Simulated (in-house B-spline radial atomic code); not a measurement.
**RPA and GW calculation, with input and output: Xe⁶⁺**

System: Xe⁶⁺, configuration [Kr] 4d10 5s2.
Method: RPA, second-order and SOSEX correlation energies and G0W0 (contour deformation) on a scalar-relativistic (spin-free one-electron X2C) mean field, all electrons, B-spline basis (in-house B-spline radial atomic code).

### Input file
```
Z = 54
electrons = 48.0
configuration = [Kr] 4d10 5s2
hamiltonian = x2c
method = slater
lmax = 9
rms_radius = 4.7859
spin_polarised = False
box_radius = 9.29
intervals = 97
ion_configuration = [Kr] 4d10 5s1
```

Hardware: 1 thread of Intel Xeon (Granite Rapids), 192 GiB of memory available, shared host.

Launched within a batch (the task file carries these settings):
```bash
python <driver script> task.json out
```

The program writes its results to a structured record and prints no log; tables and figures of this report are taken from that record.

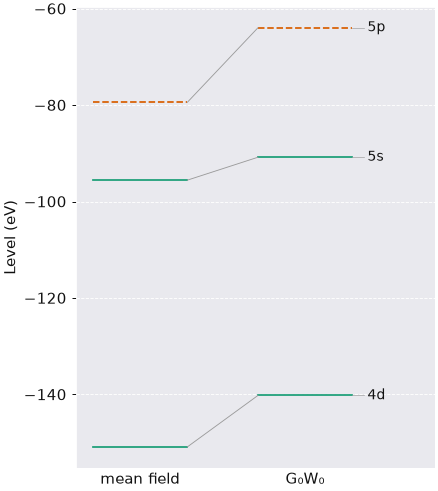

**Figure 1.** Mean-field and G₀W₀ levels (solid occupied, dashed empty) for Xe⁶⁺ ([Kr] 4d¹⁰ 5s²). All-electron spherical atom, scalar X2C, Slater potential start, no spin-orbit coupling, Breit or QED terms; computed with a B-spline radial code. The quasi-particle equation is solved at full frequency; levels of low quasi-particle weight Z are left out. Σ columns are in eV, and Σc holds an estimate for the angular momenta beyond the basis. G₀W₀ moves the highest occupied level, 5s, from −95.57 to −90.82 eV (renormalisation factor Z = 0.95). The empty level 5p goes from −79.43 to −63.97 eV.

```tsv
Level	Mean field (eV)	Σx − vxc (eV)	Σc (eV)	Z	G₀W₀ (eV)
5p	−79.43	17.90	−2.43	0.95	−63.97
5s	−95.57	8.10	−3.35	0.95	−90.82
4d	−150.89	10.92	−0.25	0.95	−140.21
```

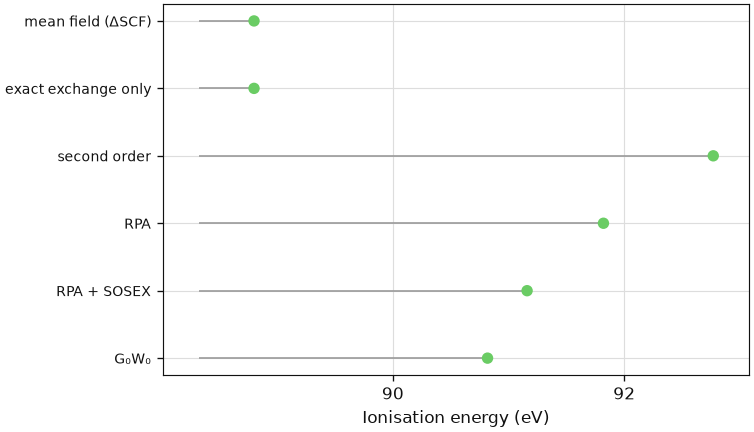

**Figure 2.** The ionisation energy of Xe⁶⁺ ([Kr] 4d¹⁰ 5s² → [Kr] 4d¹⁰ 5s) across levels of theory. Differences of total energies, each species on its own start, beside the G₀W₀ level. The values run from 88.80 eV (mean field (ΔSCF) and exact exchange only) to 92.77 eV (second order).

```csv
Method,Ionisation energy (eV)
mean field (ΔSCF),88.80
exact exchange only,88.80
second order,92.77
RPA,91.82
RPA + SOSEX,91.16
G₀W₀,90.82
```

### Results in brief

- outcome: converged
- mean-field total energy: −7434.97311 hartree
- total energy with exact exchange alone: −7434.97311 hartree
- exact exchange energy: −185.39116 hartree
- RPA correlation, extrapolated in the angular momentum of the empty orbitals: −3.95395 hartree
- RPA correlation, as summed: −3.88737 hartree
- direct second-order term: −4.49065 hartree
- second-order exchange term: 1.22616 hartree
- SOSEX term: 1.14247 hartree
- wall time: 11 s

### Notes

Caveats: spin-orbit coupling, Breit and QED terms are absent.
